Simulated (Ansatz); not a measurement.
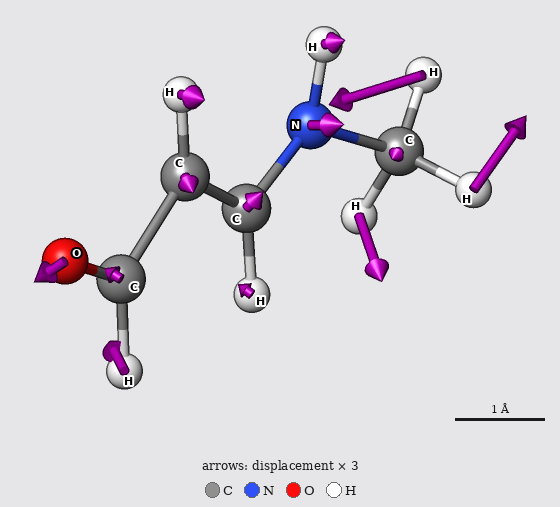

This is a relaxation of C$_{4}$H$_{7}$NO (coarse preliminary run). The starting structure is drawn; purple arrows show the displacements, magnified 3 times. The two geometries are superimposed by the best rigid fit.

Style: ball-and-stick. Shown from a free direction.

The start comes from a force field.

These are results of RKS PBE-D4/def2-SVP in Ansatz, not measurements.

The input:
```yaml
crystal:
  periodic: [false, false, false]
  atoms:
    - {symbol: C, position_ang: [0.661000, -2.250000, 0.102000]}
    - {symbol: N, position_ang: [0.829400, -0.778400, 0.036700]}
    - {symbol: C, position_ang: [-0.188300, 0.158800, -0.169500]}
    - {symbol: C, position_ang: [0.024100, 1.484200, 0.048300]}
    - {symbol: C, position_ang: [-1.198800, 2.350100, -0.225600]}
    - {symbol: O, position_ang: [-1.135400, 3.580700, -0.014500]}
    - {symbol: H, position_ang: [0.050500, -2.540900, -0.764500]}
    - {symbol: H, position_ang: [0.126800, -2.460600, 1.004400]}
    - {symbol: H, position_ang: [1.577100, -2.711500, 0.113400]}
    - {symbol: H, position_ang: [1.659700, -0.442000, 0.558400]}
    - {symbol: H, position_ang: [-1.094500, -0.279400, -0.499100]}
    - {symbol: H, position_ang: [0.875300, 1.954600, 0.423500]}
    - {symbol: H, position_ang: [-2.166500, 1.899700, -0.598700]}
basis:
  gaussian: {orbitals: def2-SVP}
hamiltonian: {xc: pbe, dispersion: d4}
relax: {f_tol: 0.03, max_steps: 200}
```

Run as
```bash
ansatz run in.yaml --threads 4 --pin off --events-out ev --progress --plain --max-ram 10444MiB
```

Atoms of which element are displaced furthest, and by how much?

Hydrogen: up to 0.46 Å, against 0.17 Å for nitrogen.

What happened in the run?

The atom that moves furthest after the best rigid fit is H9 (0.46 Å). Largest moves by element: H 0.46 Å, N 0.17 Å, O 0.16 Å, C 0.10 Å. Among the contacts that change: C1–H9 1.026 → 1.111 Å, C4–C5 1.523 → 1.452 Å, C4–H12 1.042 → 1.103 Å, C3–H11 1.059 → 1.107 Å. Bond angles that change, for instance: C4–C5–H13 121.3° → 113.1°, C4–C3–H11 125.9° → 118.3°, C4–C5–O6 119.2° → 126.1°. Groups turn about C1–N2 by about 25°. Over 11 accepted moves (14 points after the start) the energy falls by 0.657 eV. The largest force component goes from 5.2 to 0.028 eV/Å. The line search rejected the trial steps at points 3, 6, 11 of the run. The forces were under the threshold at step 7, but the run went on from there. Cost: 20 s on 4 threads of Arm Neoverse V1, with other jobs on the host.
